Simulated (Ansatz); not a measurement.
**Run report: CH3FGaI, molecular dynamics (part 2 of 2)**

Continued. System: CH3FGaI, SMILES F[CH2][GaH][I]. Method: RKS revPBE-d4/def2-SVP (Ansatz 0.2.0). The geometry comes from this level: PBE0-D4/def2-TZVP.

Geometry of the input (Å):
```
F  1.2006  1.1969  1.1238
C  0.0418  0.4985  0.8170
Ga 0.1949  -0.4517  -0.9174
I  -1.8712  -1.7225  -1.5175
H  -0.7954  1.2038  0.7870
H  -0.1600  -0.2168  1.6213
H  1.3893  -0.5082  -1.9142
```

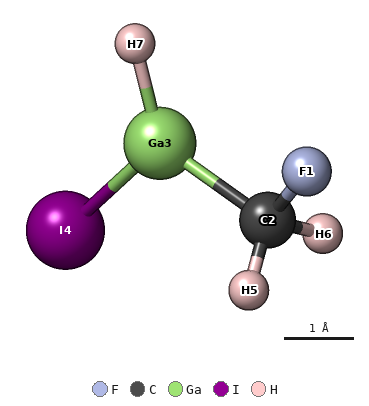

**Figure 1.** The geometry at step 20 of the log (ball-and-stick view, seen at a tilt; atoms are numbered from 1 in the order of the input).

**Trajectory as extended XYZ, continued**
```
7
Properties=species:S:1:pos:R:3:forces:R:3 step=9 time_fs=4.5 energy=-64269.16749 temperature=671.6
F     1.1792    1.2437    1.0928    0.3788   0.1670   0.0448
C     0.0342    0.4925    0.8540    0.0300   0.1982   0.0509
Ga    0.2120   -0.4577   -0.9105    0.6477   0.1131  -0.3838
I    -1.8794   -1.7269   -1.5257   -0.0494  -0.0853  -0.0903
H    -0.8401    1.1766    0.8892   -0.2107  -0.0132  -0.2413
H    -0.1115   -0.2129    1.6950   -0.0226  -0.3396   0.0678
H     1.5296   -0.4442   -1.9161   -0.7738  -0.0403   0.5519
7
Properties=species:S:1:pos:R:3:forces:R:3 step=10 time_fs=5.0 energy=-64269.15761 temperature=660.2
F     1.1768    1.2492    1.0894    0.2951   0.1079   0.0583
C     0.0332    0.4919    0.8572   -0.3219   0.0071   0.5636
Ga    0.2140   -0.4583   -0.9098    0.6418   0.1238  -0.3796
I    -1.8803   -1.7273   -1.5269   -0.0229  -0.0728  -0.0853
H    -0.8554    1.1802    0.9000    0.1212  -0.2712  -0.2515
H    -0.1141   -0.2305    1.7173    0.0969   0.1532  -0.4827
H     1.5372   -0.4377   -1.9155   -0.8102  -0.0481   0.5773
7
Properties=species:S:1:pos:R:3:forces:R:3 step=11 time_fs=5.5 energy=-64269.12690 temperature=642.4
F     1.1745    1.2547    1.0860    0.2159   0.0462   0.0773
C     0.0325    0.4911    0.8609   -0.6335  -0.1263   0.9699
Ga    0.2159   -0.4587   -0.9092    0.6258   0.1329  -0.3594
I    -1.8810   -1.7277   -1.5280    0.0025  -0.0601  -0.0809
H    -0.8699    1.1828    0.9117    0.4163  -0.4920  -0.2700
H    -0.1178   -0.2471    1.7392    0.2075   0.5541  -0.9274
H     1.5443   -0.4320   -1.9128   -0.8345  -0.0548   0.5906
7
Properties=species:S:1:pos:R:3:forces:R:3 step=12 time_fs=6.0 energy=-64269.08259 temperature=611.9
F     1.1721    1.2599    1.0829    0.1412  -0.0113   0.0953
C     0.0319    0.4900    0.8647   -0.8992  -0.2128   1.2930
Ga    0.2182   -0.4590   -0.9086    0.5928   0.1392  -0.3251
I    -1.8815   -1.7280   -1.5292    0.0283  -0.0469  -0.0762
H    -0.8840    1.1844    0.9242    0.6787  -0.6798  -0.2947
H    -0.1210   -0.2623    1.7605    0.3004   0.8717  -1.2832
H     1.5499   -0.4271   -1.9084   -0.8421  -0.0600   0.5907
7
Properties=species:S:1:pos:R:3:forces:R:3 step=13 time_fs=6.5 energy=-64269.03527 temperature=514.7
F     1.1699    1.2649    1.0802    0.0583  -0.0680   0.1092
C     0.0306    0.4889    0.8686   -1.0800  -0.2680   1.5185
Ga    0.2205   -0.4594   -0.9081    0.5482   0.1464  -0.2784
I    -1.8819   -1.7284   -1.5305    0.0530  -0.0342  -0.0719
H    -0.8972    1.1849    0.9344    0.8904  -0.8230  -0.3100
H    -0.1229   -0.2757    1.7793    0.3650   1.1122  -1.5466
H     1.5540   -0.4220   -1.9028   -0.8350  -0.0654   0.5791
7
Properties=species:S:1:pos:R:3:forces:R:3 step=14 time_fs=7.0 energy=-64268.99701 temperature=473.9
F     1.1674    1.2698    1.0777   -0.0166  -0.1239   0.1238
C     0.0288    0.4877    0.8729   -1.1737  -0.2957   1.6369
Ga    0.2228   -0.4597   -0.9077    0.4919   0.1550  -0.2169
I    -1.8821   -1.7288   -1.5316    0.0761  -0.0226  -0.0686
H    -0.9072    1.1846    0.9422    1.0287  -0.9189  -0.3150
H    -0.1237   -0.2865    1.7942    0.4064   1.2767  -1.7145
H     1.5566   -0.4168   -1.8956   -0.8127  -0.0706   0.5543
7
Properties=species:S:1:pos:R:3:forces:R:3 step=15 time_fs=7.5 energy=-64268.97512 temperature=443.4
F     1.1649    1.2746    1.0749   -0.0738  -0.1710   0.1402
C     0.0265    0.4866    0.8776   -1.1842  -0.3278   1.6788
Ga    0.2251   -0.4598   -0.9072    0.4138   0.1641  -0.1389
I    -1.8823   -1.7292   -1.5327    0.0983  -0.0116  -0.0658
H    -0.9133    1.1827    0.9497    1.0813  -0.9564  -0.3174
H    -0.1235   -0.2940    1.8055    0.4328   1.3779  -1.8103
H     1.5568   -0.4113   -1.8868   -0.7682  -0.0752   0.5134
7
Properties=species:S:1:pos:R:3:forces:R:3 step=16 time_fs=8.0 energy=-64268.97163 temperature=464.1
F     1.1622    1.2793    1.0717   -0.1200  -0.2056   0.1536
C     0.0240    0.4856    0.8822   -1.1070  -0.3876   1.6720
Ga    0.2273   -0.4597   -0.9066    0.3130   0.1736  -0.0445
I    -1.8825   -1.7295   -1.5337    0.1194  -0.0016  -0.0634
H    -0.9159    1.1776    0.9567    1.0501  -0.9268  -0.3161
H    -0.1213   -0.2980    1.8141    0.4438   1.4276  -1.8569
H     1.5542   -0.4051   -1.8768   -0.6993  -0.0796   0.4553
7
Properties=species:S:1:pos:R:3:forces:R:3 step=17 time_fs=8.5 energy=-64268.98223 temperature=457.0
F     1.1594    1.2842    1.0684   -0.1545  -0.2321   0.1624
C     0.0212    0.4849    0.8868   -0.9627  -0.4527   1.6288
Ga    0.2297   -0.4596   -0.9060    0.1964   0.1815   0.0593
I    -1.8826   -1.7298   -1.5347    0.1401   0.0081  -0.0612
H    -0.9155    1.1713    0.9632    0.9554  -0.8554  -0.3129
H    -0.1171   -0.2985    1.8201    0.4396   1.4331  -1.8624
H     1.5503   -0.3991   -1.8661   -0.6142  -0.0826   0.3860
7
Properties=species:S:1:pos:R:3:forces:R:3 step=18 time_fs=9.0 energy=-64269.00510 temperature=487.4
F     1.1566    1.2890    1.0652   -0.1758  -0.2498   0.1684
C     0.0182    0.4843    0.8914   -0.7535  -0.5261   1.5385
Ga    0.2320   -0.4594   -0.9052    0.0696   0.1876   0.1688
I    -1.8827   -1.7300   -1.5358    0.1606   0.0178  -0.0592
H    -0.9124    1.1642    0.9691    0.7975  -0.7453  -0.3034
H    -0.1107   -0.2966    1.8226    0.4191   1.3998  -1.8209
H     1.5461   -0.3940   -1.8541   -0.5176  -0.0840   0.3078
7
Properties=species:S:1:pos:R:3:forces:R:3 step=19 time_fs=9.5 energy=-64269.03911 temperature=510.6
F     1.1536    1.2937    1.0622   -0.1927  -0.2570   0.1721
C     0.0152    0.4837    0.8961   -0.4711  -0.6191   1.3853
Ga    0.2341   -0.4591   -0.9041   -0.0711   0.1939   0.2860
I    -1.8829   -1.7301   -1.5368    0.1795   0.0263  -0.0575
H    -0.9078    1.1543    0.9740    0.5767  -0.5834  -0.2830
H    -0.1013   -0.2934    1.8205    0.3815   1.3240  -1.7194
H     1.5407   -0.3888   -1.8411   -0.4028  -0.0847   0.2165
7
Properties=species:S:1:pos:R:3:forces:R:3 step=20 time_fs=10.0 energy=-64269.07902 temperature=540.5
F     1.1504    1.2983    1.0591   -0.2057  -0.2577   0.1736
C     0.0120    0.4828    0.9011   -0.1081  -0.7058   1.1507
Ga    0.2360   -0.4588   -0.9032   -0.2160   0.2021   0.4051
I    -1.8829   -1.7301   -1.5378    0.1949   0.0325  -0.0568
H    -0.9018    1.1424    0.9788    0.2869  -0.3727  -0.2565
H    -0.0892   -0.2883    1.8134    0.3292   1.1854  -1.5382
H     1.5346   -0.3838   -1.8290   -0.2811  -0.0838   0.1221
7
Properties=species:S:1:pos:R:3:forces:R:3 step=21 time_fs=10.5 energy=-64269.11389 temperature=557.8
F     1.1472    1.3029    1.0561   -0.2083  -0.2553   0.1743
C     0.0089    0.4817    0.9062    0.3307  -0.7769   0.8374
Ga    0.2381   -0.4585   -0.9024   -0.3527   0.2126   0.5171
I    -1.8829   -1.7301   -1.5387    0.2085   0.0374  -0.0568
H    -0.8935    1.1297    0.9857   -0.0849  -0.1105  -0.2327
H    -0.0763   -0.2809    1.8031    0.2765   0.9743  -1.2771
H     1.5296   -0.3799   -1.8186   -0.1697  -0.0817   0.0378
7
Properties=species:S:1:pos:R:3:forces:R:3 step=22 time_fs=11.0 energy=-64269.13575 temperature=584.8
F     1.1438    1.3075    1.0534   -0.1939  -0.2475   0.1734
C     0.0061    0.4805    0.9116    0.8177  -0.8073   0.4363
Ga    0.2402   -0.4584   -0.9018   -0.4896   0.2238   0.6268
I    -1.8828   -1.7301   -1.5394    0.2224   0.0423  -0.0568
H    -0.8834    1.1176    0.9929   -0.5198   0.1840  -0.2056
H    -0.0627   -0.2713    1.7905    0.2226   0.6837  -0.9294
H     1.5248   -0.3752   -1.8093   -0.0594  -0.0791  -0.0446
7
Properties=species:S:1:pos:R:3:forces:R:3 step=23 time_fs=11.5 energy=-64269.13973 temperature=514.3
F     1.1402    1.3118    1.0509   -0.1608  -0.2281   0.1718
C     0.0042    0.4791    0.9171    1.2783  -0.7566  -0.0461
Ga    0.2421   -0.4581   -0.9009   -0.6309   0.2290   0.7367
I    -1.8828   -1.7301   -1.5401    0.2359   0.0477  -0.0562
H    -0.8736    1.1069    0.9987   -0.9519   0.4705  -0.1766
H    -0.0491   -0.2592    1.7779    0.1719   0.3120  -0.4989
H     1.5189   -0.3705   -1.8008    0.0574  -0.0745  -0.1307
7
Properties=species:S:1:pos:R:3:forces:R:3 step=24 time_fs=12.0 energy=-64269.12509 temperature=496.5
F     1.1365    1.3159    1.0481   -0.1171  -0.1993   0.1721
C     0.0029    0.4779    0.9225    1.6501  -0.6020  -0.5896
Ga    0.2438   -0.4577   -0.8998   -0.7679   0.2290   0.8424
I    -1.8829   -1.7301   -1.5408    0.2486   0.0533  -0.0556
H    -0.8662    1.0980    1.0043   -1.3187   0.7113  -0.1538
H    -0.0367   -0.2456    1.7659    0.1338  -0.1240  -0.0011
H     1.5135   -0.3666   -1.7925    0.1711  -0.0683  -0.2145
7
Properties=species:S:1:pos:R:3:forces:R:3 step=25 time_fs=12.5 energy=-64269.09166 temperature=512.6
F     1.1325    1.3199    1.0450   -0.0607  -0.1637   0.1744
C     0.0017    0.4771    0.9278    1.9638  -0.3595  -1.2085
Ga    0.2455   -0.4574   -0.8988   -0.8854   0.2301   0.9327
I    -1.8829   -1.7300   -1.5415    0.2615   0.0586  -0.0558
H    -0.8597    1.0911    1.0095   -1.6469   0.9149  -0.1283
H    -0.0240   -0.2329    1.7529    0.1023  -0.6168   0.5710
H     1.5108   -0.3620   -1.7836    0.2653  -0.0635  -0.2855
7
Properties=species:S:1:pos:R:3:forces:R:3 step=26 time_fs=13.0 energy=-64269.04405 temperature=499.7
F     1.1280    1.3237    1.0420    0.0140  -0.1128   0.1782
C     0.0009    0.4767    0.9330    2.2002  -0.0753  -1.8454
Ga    0.2472   -0.4570   -0.8978   -0.9854   0.2309   1.0063
I    -1.8829   -1.7299   -1.5424    0.2753   0.0641  -0.0561
H    -0.8546    1.0858    1.0140   -1.9239   1.0720  -0.0967
H    -0.0099   -0.2228    1.7399    0.0774  -1.1188   1.1586
H     1.5104   -0.3570   -1.7745    0.3424  -0.0602  -0.3450
7
Properties=species:S:1:pos:R:3:forces:R:3 step=27 time_fs=13.5 energy=-64268.99605 temperature=440.0
F     1.1233    1.3274    1.0394    0.0947  -0.0502   0.1817
C     0.0011    0.4765    0.9378    2.2907   0.2479  -2.4228
Ga    0.2491   -0.4564   -0.8967   -1.0746   0.2266   1.0695
I    -1.8828   -1.7299   -1.5432    0.2902   0.0711  -0.0558
H    -0.8527    1.0818    1.0163   -2.0716   1.1321  -0.0626
H     0.0055   -0.2159    1.7285    0.0584  -1.5706   1.6901
H     1.5114   -0.3530   -1.7647    0.4122  -0.0570  -0.4001
7
Properties=species:S:1:pos:R:3:forces:R:3 step=28 time_fs=14.0 energy=-64268.96573 temperature=398.4
F     1.1188    1.3311    1.0371    0.1694   0.0099   0.1840
C     0.0020    0.4762    0.9421    2.1908   0.5743  -2.8277
Ga    0.2509   -0.4558   -0.8958   -1.1406   0.2183   1.1143
I    -1.8828   -1.7300   -1.5438    0.3062   0.0794  -0.0554
H    -0.8546    1.0805    1.0165   -2.0309   1.0528  -0.0317
H     0.0215   -0.2135    1.7204    0.0418  -1.8793   2.0601
H     1.5148   -0.3493   -1.7544    0.4633  -0.0553  -0.4436
7
Properties=species:S:1:pos:R:3:forces:R:3 step=29 time_fs=14.5 energy=-64268.96569 temperature=388.3
F     1.1145    1.3349    1.0349    0.2361   0.0732   0.1828
C     0.0035    0.4761    0.9455    1.9003   0.8298  -2.9778
Ga    0.2526   -0.4551   -0.8950   -1.1748   0.2081   1.1341
I    -1.8827   -1.7302   -1.5443    0.3214   0.0877  -0.0548
H    -0.8614    1.0815    1.0158   -1.7855   0.8311  -0.0051
H     0.0387   -0.2154    1.7169    0.0161  -1.9743   2.1884
H     1.5202   -0.3464   -1.7448    0.4864  -0.0556  -0.4676
7
Properties=species:S:1:pos:R:3:forces:R:3 step=30 time_fs=15.0 energy=-64268.99079 temperature=411.6
F     1.1103    1.3387    1.0327    0.2909   0.1382   0.1789
C     0.0053    0.4762    0.9481    1.4785   0.9765  -2.8862
Ga    0.2541   -0.4545   -0.8941   -1.1895   0.1978   1.1367
I    -1.8827   -1.7303   -1.5449    0.3356   0.0956  -0.0536
H    -0.8730    1.0843    1.0148   -1.3814   0.5091   0.0181
H     0.0565   -0.2210    1.7177   -0.0267  -1.8600   2.0849
H     1.5262   -0.3442   -1.7365    0.4926  -0.0572  -0.4789
```

**Results in brief**

| quantity | value |
| --- | --- |
| outcome | finished |
| mean temperature over the second half | 482 K |
| trajectory | 30 steps, 15 fs |
| ensemble | nvt_langevin |
| temperature in the input | 700 K |
| time step | 0.5 fs |
| potential energy (last step) | −64268.9908 eV |
| mean-field energy (last step) | −64268.6151 eV |
| dispersion energy (last step) | −0.3758 eV |
| SCF solution under orbital rotations (last step) | stable |
| largest force (length of the vector) (last step) | 3.387 eV/Å |
| dipole moment (last step) | 0.73 D |
| wall time | 30 s (CPU time 1.8 min) |
| peak memory | 0.39 GiB |

So short a trajectory is not equilibrated. The logged temperature at the start can lie below the typed one, since it is counted over all degrees of freedom. The temperature stays far from the 700 K of the thermostat over the second half: the run isn't equilibrated.
